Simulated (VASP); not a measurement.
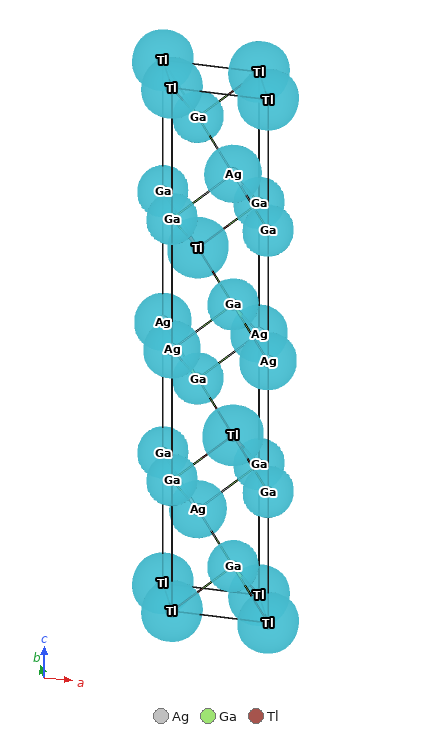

Figure 1: TlGa2Ag. Isosurface of the valence charge density (pseudo) at 0.4 e/Å³ (cyan), seen at an oblique angle. Sticks mark near contacts.

Space group R-3m; a generated structure, not necessarily the stable one; not relaxed (largest force 1.1 eV/Å).

Theory: VASP, Kohn-Sham DFT of a periodic cell, PBE, VASP PAW PBE potentials, recommended.

In a PAW calculation such maps are meaningful between the atoms, not at the nuclei.

```
CELL_PARAMETERS angstrom
0.00000 2.05680 -3.37374
-1.09905 1.73854 3.37374
19.10995 5.53388 3.37374
ATOMIC_POSITIONS crystal
Ag 0.66667 0.33333 0.83333
Ag 0.33333 0.66667 0.16667
Ag 0.00000 0.00000 0.50000
Ga 0.33333 0.66667 0.91667
Ga 0.66667 0.33333 0.58333
Ga 0.00000 0.00000 0.25000
Ga 0.33333 0.66667 0.41667
Ga 0.00000 0.00000 0.75000
Ga 0.66667 0.33333 0.08333
Tl 0.33333 0.66667 0.66667
Tl 0.66667 0.33333 0.33333
Tl 0.00000 0.00000 0.00000
```

### How is the density connected at this value?

At this value the density breaks into separate islands; it holds about 80 % of the electrons treated as valence. It bridges none of the near contacts. It is pinched off along the shortest Ga–Ag (2.83 Å) and Tl–Ga (2.83 Å) contacts. On the grid the lowest density along these lines, outside the cores, is 0.21 e/Å³ (Ga–Ag, 2.83 Å) and 0.25 e/Å³ (Tl–Ga, 2.83 Å).
